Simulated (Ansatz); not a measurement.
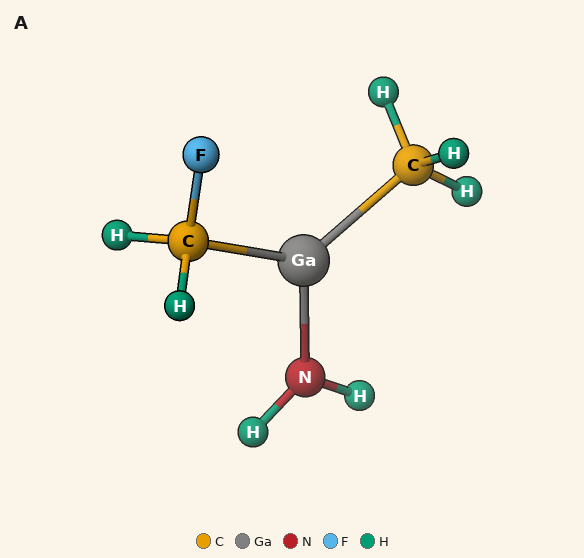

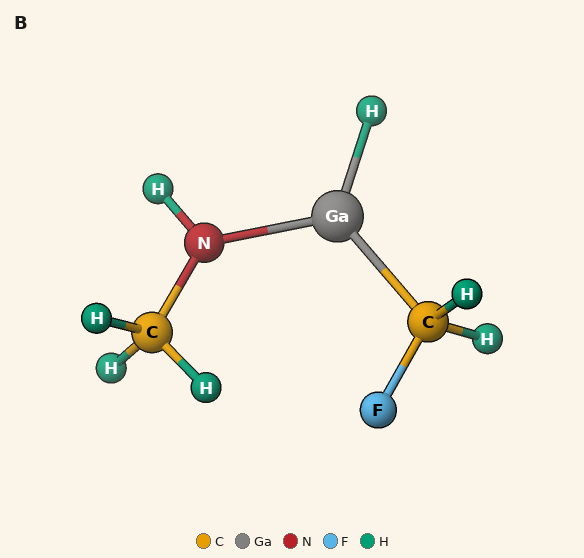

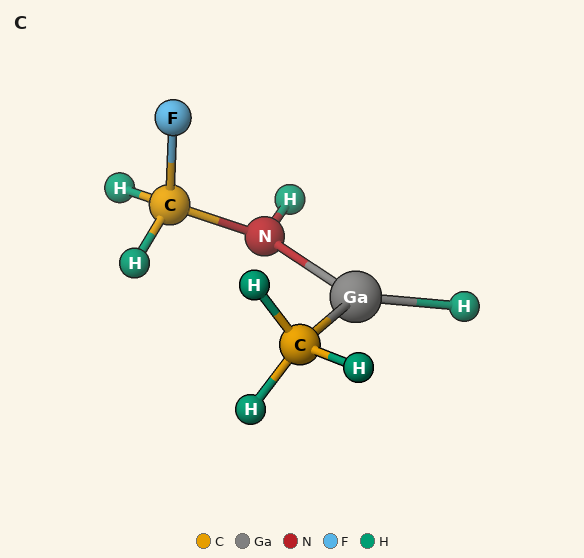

3 stationary structures of one formula. Geometries: PBE-D4/def2-SVP. Electronic energies: PBE-D4/def2-SVP (Ansatz 0.2.0), without zero-point energy. No frequency run is at hand to confirm each as a minimum. Each is one conformer, not always the lowest.

Question: How are they related?

Answer: They are constitutional isomers of C2H7FGaN: A `[CH3][Ga]([NH2])[CH2]F`, B `C[NH][GaH][CH2]F`, C `[CH3][GaH][NH]CF`.

Question: Which structure is the most stable?

Answer: C is lowest; A lies 0.167 eV above it, B lies 0.664 eV above it.
